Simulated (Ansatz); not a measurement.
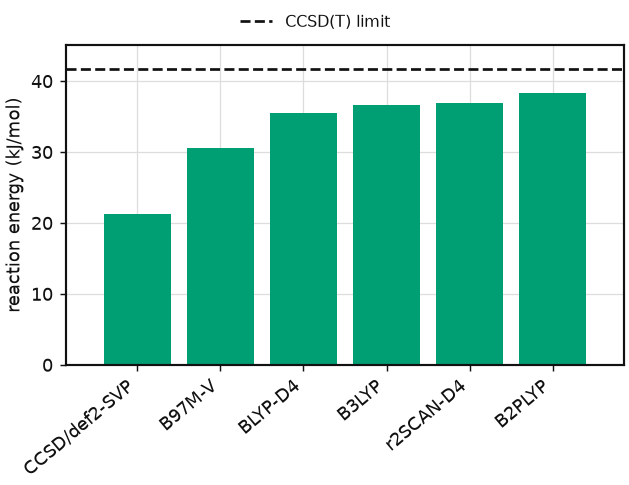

Electronic reaction energy of C₂H₈Sn ([CH3][SnH2][CH3]) → C₂H₈Sn (C[CH2][SnH3]) (SMILES in brackets) at several levels (functionals in def2-TZVPP unless a basis is named), isolated molecules at PBE0-D4 triple-zeta geometries, minima by their frequencies, no zero-point or thermal terms, the Ansatz code. The line is frozen-core CCSD(T) at the basis limit (MP2 extrapolated from triple and quadruple zeta, plus CCSD(T) less MP2 in a smaller set). B2PLYP holds a correlation term that converges slowly with the basis, so part of the distance to the limit is basis error. No dispersion term is added to B3LYP and B2PLYP. The distance of CCSD/def2-SVP to the limit includes basis error. Core potentials past Kr. The limit lies 4.1 kJ/mol from CCSD(T)/def2-TZVPP, so the line itself is uncertain by a part of that.

**What do zero-point energy and temperature add?**

Zero-point change −1.4 kJ/mol; at 298.15 K and 1 bar the CCSD(T) limit plus thermal terms gives an enthalpy of reaction of 38.7 and a free energy of 40.6 kJ/mol (harmonic PBE0-D4 modes, ideal gas).

**Which level comes closest to the line (CCSD(T) limit), and which misses most?**

Closest B2PLYP (38.3 kJ/mol), against 41.7 kJ/mol; farthest CCSD/def2-SVP (21.3 kJ/mol).

Known limits of this run: outer-core shells are correlated without core-valence functions, which makes the correlated values less sure; spin-orbit coupling is left out, and with Sn it can shift these values.
